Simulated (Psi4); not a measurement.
# UCCSD(T)/def2-SVPD run of CH2NSi (SMILES N#C[SiH2])

Aim: the vertical ionisation energy of CH2NSi at UCCSD(T)/def2-SVPD, from 2 runs. 

The results are computed with Psi4 1.11.

## (1) The structure to begin with

CH2NSi has 5 atoms, charge 0, and is taken as a doublet. As SMILES, `N#C[SiH2]`. The shape is that of a PBE0-D4/def2-TZVP optimisation.

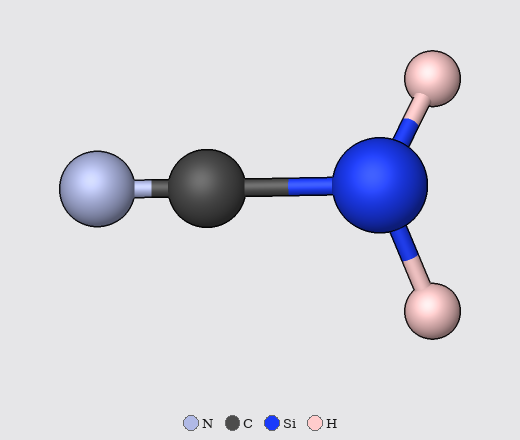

The structure, seen from a chosen angle (nitrogen light blue, carbon dark grey, silicon blue, hydrogen pink).

## (2) A single-point energy at UCCSD(T)/def2-SVPD

Input file job.json:

```json
{
  "schema_name": "qcschema_input",
  "schema_version": 1,
  "molecule": {
    "schema_name": "qcschema_molecule",
    "schema_version": 2,
    "symbols": ["N", "C", "Si", "H", "H"],
    "geometry": [1.96871668, -2.30395409, 2.97121639, 1.06939601, -1.18145677, 1.33017822, -0.1738548, 0.50606866, -1.42088507, -2.7503074, -0.42140893, -1.99120442, -0.01965315, 3.26166729, -0.96716183],
    "molecular_charge": 0,
    "molecular_multiplicity": 2,
    "fix_symmetry": "c1"
  },
  "driver": "energy",
  "model": {
    "method": "ccsd(t)",
    "basis": "def2-SVPD"
  },
  "keywords": {
    "reference": "uhf",
    "puream": true,
    "e_convergence": 1e-09,
    "d_convergence": 1e-08,
    "scf_type": "pk",
    "num_frozen_docc": 7,
    "maxiter": 200
  }
}
```

On the command line:

```
$ psi4 --qcschema job.json -n 1 --memory 1600MB
```

stdout, cut to the lines that bear on the results:

```text
[...]
                   'protocols': {'error_correction': {'default_policy': True, 'policies': None},
                                 'native_files': 'none',
[...]
  Running in c1 symmetry.
[...]
  Nuclear repulsion =   75.458273848250684
[...]
  Multiplicity = 2
[...]
  Nalpha       = 15
  Nbeta        = 14
[...]
    Number of basis functions: 80
[...]
   @UHF iter   1:  -382.10101962184757   -9.58409e-01   4.42041e-03 ADIIS/DIIS
[...]
   @UHF iter  21:  -382.20989731883958   -1.93268e-12   4.88579e-09 DIIS
[...]
   @S^2 Observed:                8.216518474E-01
[...]
    Orbital Energies [Eh]
    ---------------------
    Alpha Occupied:
       1A    -68.817540     2A    -15.602335     3A    -11.264926
       4A     -6.187224     5A     -4.303840     6A     -4.295077
       7A     -4.293788     8A     -1.229524     9A     -0.816775
      10A     -0.627130    11A     -0.562864    12A     -0.543457
      13A     -0.518699    14A     -0.489432    15A     -0.370495
    Alpha Virtual:
      16A      0.073794    17A      0.094728    18A      0.099261
      19A      0.118654    20A      0.151523    21A      0.152035
      22A      0.178061    23A      0.223319    24A      0.248630
      25A      0.256738    26A      0.269575    27A      0.297807
[...]
  @UHF Final Energy:  -382.20989731883958
   => Energetics <=
    Nuclear Repulsion Energy =             75.4582738482506841
    One-Electron Energy =                -676.0488076805136188
    Two-Electron Energy =                 218.3806365134234397
    Total Energy =                       -382.2098973188395235
  UHF NO Occupations:
  HONO-2 :   13  A 1.9905793
  HONO-1 :   14  A 1.9759539
[...]
 Multipole Moments:
 ------------------------------------------------------------------------------------
     Multipole            Electronic (a.u.)      Nuclear  (a.u.)        Total (a.u.)
 ------------------------------------------------------------------------------------
 L = 1.  Multiply by 2.5417464519 to convert [e a0] to [Debye]
 Dipole X            :          1.4009811           -1.9652287           -0.5642476
 Dipole Y            :         -1.2270264            1.9449222            0.7178958
 Dipole Z            :          0.6775069           -1.7540713           -1.0765644
 Magnitude           :                                                    1.4116447
[...]
      * MP2 total energy                      = -382.576353744877792
[...]
      * CCSD total energy                     = -382.605077761829079
[...]
      * CCSD(T) total energy                     = -382.622171008189298
[...]
```

The result, in JSON:

```text
{
 "driver": "energy",
 "model": {
  "method": "ccsd(t)",
  "basis": "def2-SVPD"
 },
 "success": true,
 "return_result": -382.6221710081893,
 "properties": {
  "calcinfo_nbasis": 80,
  "calcinfo_nmo": 80,
  "calcinfo_nalpha": 15,
  "calcinfo_nbeta": 14,
  "calcinfo_natom": 5,
  "nuclear_repulsion_energy": 75.45827384825068,
  "return_energy": -382.6221710081893,
  "scf_one_electron_energy": -676.0488076805136,
  "scf_two_electron_energy": 218.38063651342344,
  "scf_dipole_moment": [-0.564247572827381, 0.7178958364454726, -1.0765643882121232],
  "scf_total_energy": -382.2098973188396,
  "scf_iterations": 21,
  "mp2_same_spin_correlation_energy": -0.08960846378124229,
  "mp2_opposite_spin_correlation_energy": -0.2768479622534823,
  "mp2_singles_energy": -7.162242929190404e-26,
  "mp2_doubles_energy": -0.3664564260347246,
  "mp2_correlation_energy": -0.3664564260347246,
  "mp2_total_energy": -382.5763537448778,
  "ccsd_same_spin_correlation_energy": -0.07795619855231348,
  "ccsd_opposite_spin_correlation_energy": -0.31722424443371317,
  "ccsd_singles_energy": 1.022331828133504e-15,
  "ccsd_doubles_energy": -0.3951804429860266,
  "ccsd_correlation_energy": -0.3951804429860256,
  "ccsd_total_energy": -382.6050777618291,
  "ccsd_iterations": 21,
  "ccsd_prt_pr_correlation_energy": -0.41227368934622804,
  "ccsd_prt_pr_total_energy": -382.6221710081893
 }
}
```

It took 32 s on 1 thread of Intel Xeon 6975P-C (Granite Rapids), shared host; peak memory 0.51 GiB.

## (3) The singlet cation

Input file calc.in:

```
memory 1600 mb

molecule geom {
  1 1
  N      1.041800    -1.219200     1.572300
  C      0.565900    -0.625200     0.703900
  Si    -0.092000     0.267800    -0.751900
  H     -1.455400    -0.223000    -1.053700
  H     -0.010400     1.726000    -0.511800
  symmetry c1
}

set {
  basis           def2-SVPD
  puream          true
  e_convergence   1e-09
  d_convergence   1e-08
  scf_type        pk
  num_frozen_docc 7
}

e, wfn = energy('ccsd(t)', return_wfn=True)
print_variables()
```

On the command line:

```
$ psi4 calc.in calc.out -n 1
```

calc.out, cut to the lines that bear on the results:

```text
[...]
  Running in c1 symmetry.
[...]
  Nuclear repulsion =   75.458273849952803
[...]
  Multiplicity = 1
[...]
  Nalpha       = 14
  Nbeta        = 14
[...]
    Number of basis functions: 80
[...]
   @RHF iter   1:  -381.76482033441613   -6.22210e-01   4.62561e-03 DIIS/ADIIS
[...]
   @RHF iter  13:  -381.87120185635428   -8.12861e-12   5.77083e-09 DIIS
[...]
    Orbital Energies [Eh]
    ---------------------
    Doubly Occupied:
       1A    -69.144634     2A    -15.833235     3A    -11.488981
       4A     -6.506018     5A     -4.616947     6A     -4.614084
       7A     -4.613245     8A     -1.435418     9A     -1.054392
      10A     -0.863595    11A     -0.791811    12A     -0.774418
      13A     -0.701501    14A     -0.698966
[...]
  @RHF Final Energy:  -381.87120185635428
   => Energetics <=
    Nuclear Repulsion Energy =             75.4582738499528034
    One-Electron Energy =                -668.3844651933951582
    Two-Electron Energy =                 211.0549894870880792
    Total Energy =                       -381.8712018563543324
[...]
 Multipole Moments:
 ------------------------------------------------------------------------------------
     Multipole            Electronic (a.u.)      Nuclear  (a.u.)        Total (a.u.)
 ------------------------------------------------------------------------------------
 L = 1.  Multiply by 2.5417464519 to convert [e a0] to [Debye]
 Dipole X            :          1.1651513           -1.9652287           -0.8000774
 Dipole Y            :         -0.6688745            1.9449223            1.2760477
 Dipole Z            :         -0.7003507           -1.7540713           -2.4544219
 Magnitude           :                                                    2.8796890
[...]
      * MP2 total energy                      = -382.240023524994456
[...]
      * CCSD total energy                     = -382.261085002710274
[...]
      * CCSD(T) total energy                  = -382.279227093705003
[...]
```

It took 11 s on 1 thread of Intel Xeon 6975P-C (Granite Rapids), shared host; peak memory 0.5 GiB.

## (4) Outcome

At UCCSD(T)/def2-SVPD, 7 core orbitals frozen:

| quantity | value |
| --- | --- |
| doublet CH2NSi: total energy | -382.62217 Eh |
| doublet CH2NSi: HOMO energy (Hartree–Fock orbitals) (highest over α and β) | -10.08 eV |
| doublet CH2NSi: LUMO energy (Hartree–Fock orbitals) (lowest over α and β) | 0.32 eV |
| doublet CH2NSi: correlation energy (7 core orbitals frozen) | -412.3 mEh |
| doublet CH2NSi: (T) correction | -17.09 mEh |
| doublet CH2NSi: ⟨S²⟩ of the reference determinant | 0.822 |
| doublet CH2NSi: T1 diagnostic | 0.039 |
| singlet cation: total energy | -382.27923 Eh |
| singlet cation: HOMO energy (Hartree–Fock orbitals) | -19.02 eV |
| singlet cation: LUMO energy (Hartree–Fock orbitals) | -8.33 eV |
| singlet cation: HOMO–LUMO gap (Hartree–Fock orbitals) | 10.69 eV |
| singlet cation: correlation energy (7 core orbitals frozen) | -408.0 mEh |
| singlet cation: (T) correction | -18.14 mEh |
| singlet cation: T1 diagnostic | 0.017 |
| vertical ionisation energy (to the singlet cation) | 9.332 eV |

Removing an electron at fixed nuclei costs 9.33 eV (900 kJ/mol). Only the singlet of the ionised species was computed; a triplet could lie lower. The triples (doublet CH2NSi) make up 4.1 % of the correlation energy. The triples (singlet cation) make up 4.4 % of the correlation energy.
